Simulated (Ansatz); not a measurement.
**C₂H₄AlNO: density, localisation and related maps**

Input file:

```
crystal:
  periodic: [false, false, false]
  atoms:
    - { symbol: "N", position_ang: [0.2366, 1.8197, -1.3011] }
    - { symbol: C, position_ang: [0.7299, 0.7844, -0.9217] }
    - { symbol: C, position_ang: [1.2627, -0.3207, -0.5309] }
    - { symbol: O, position_ang: [0.7491, -1.184, 0.381] }
    - { symbol: Al, position_ang: [-1.0118, -0.9833, 1.1553] }
    - { symbol: H, position_ang: [-0.7586, 2.1436, -0.9626] }
    - { symbol: H, position_ang: [2.3035, -0.5727, -0.8905] }
    - { symbol: H, position_ang: [-1.8574, 0.3278, 0.8249] }
    - { symbol: H, position_ang: [-1.5655, -2.061, 2.2286] }
basis:
  gaussian: { orbitals: def2-SVP }
hamiltonian:
  xc: pbe0
  dispersion: d4
relax:
  f_tol: 0.02
  max_steps: 50
output:
  orbitals: {}
```

Launched as:

```sh
ansatz run input.yaml --threads 2 --pin off --max-ram 3072MiB --backend cpu --events-out ev --progress --plain --runs-dir out
```

The fields are those of the run's last geometry, not of the input's.

These are results of RKS PBE0-D4/def2-SVP (Ansatz 0.2.0), not measurements.

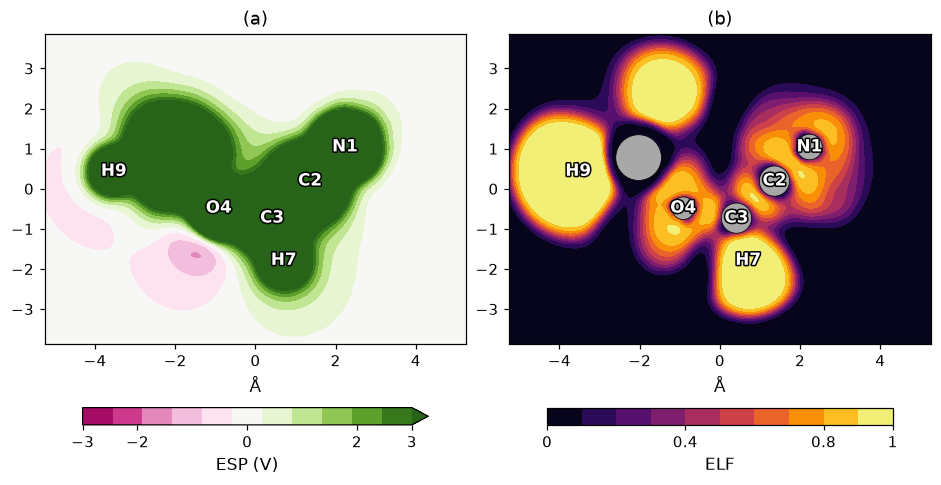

Figure 1. (a) molecular electrostatic potential; (b) electron localisation function on the plane of atoms C2, C3 and O4. Grey discs cover the atomic cores in the ELF map.

What does the map show?

- Atoms in the plane: N, C, O and H.
- C–N (1.23 Å): the ELF peaks at about 0.90 between the atoms (a multiple bond).
- C–C (1.32 Å): the ELF peaks at about 0.90 between the atoms: a short, multiple covalent bond.
- C–O (1.35 Å): the ELF peaks at about 0.90 between the atoms; a polar covalent bond.
- C–H (1.09 Å): the ELF climbs to about 1 towards the hydrogen, as it does in any bond to H; an ordinary covalent bond to hydrogen.
- The ELF also peaks beside O4, away from the bonds: lone-pair regions.
- Outside the dense part of the molecule the potential is most negative (−1.4 V) near O4.

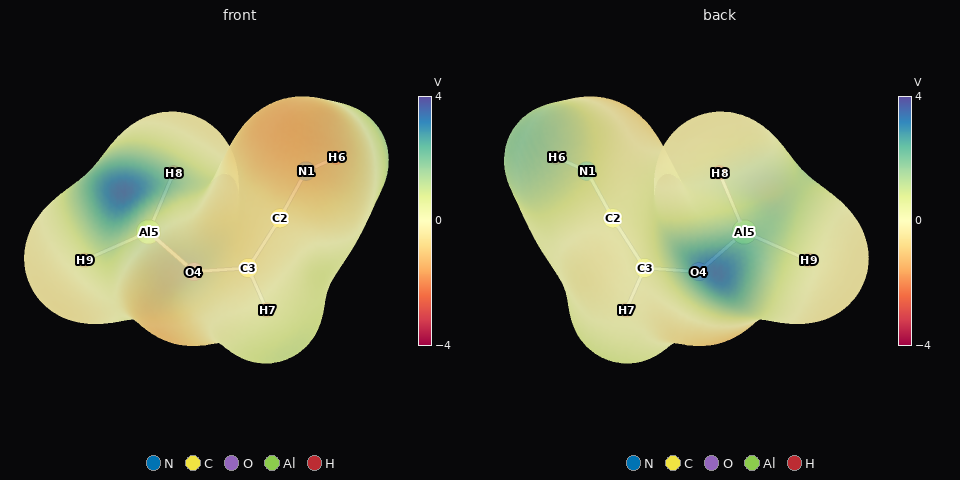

Figure 2. The electrostatic potential painted on the density surface at 0.002 e/bohr³, seen from the front and from behind; the colour scale runs from red (negative) to blue (positive).

Where is the surface potential most negative and most positive?

The most negative region (about −1.6 V) lies over N1, the most positive (about +3.4 V) over Al5. N1 is the likeliest acceptor of a hydrogen bond.

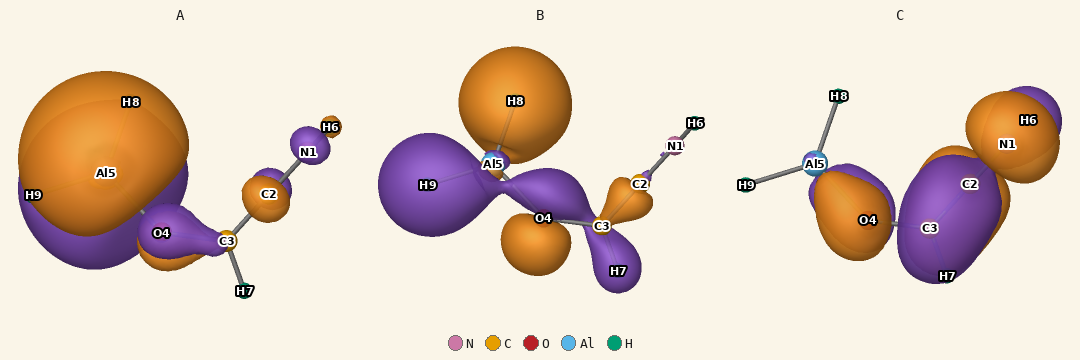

Figure 3. Three frontier orbitals at ±0.08 Å⁻³ᐟ² (orange and purple are the two phases), in no order.

Order the three orbitals by energy and name them.

B is the HOMO−1 (−8.47 eV). By Hirshfeld shares it lies mainly on H8 (about 30 %), Al5 (about 25 %), H9 (about 20 %) and O4 (about 20 %). C is the HOMO (−5.95 eV). It lies mainly on C3 (about 30 %), C2 (about 20 %), N1 (about 20 %) and O4 (about 15 %). A is the LUMO (−1.17 eV). It lies mainly on Al5 (about 75 %) and O4 (about 5 %).

What is the HOMO–LUMO gap?

4.78 eV between the orbital energies.
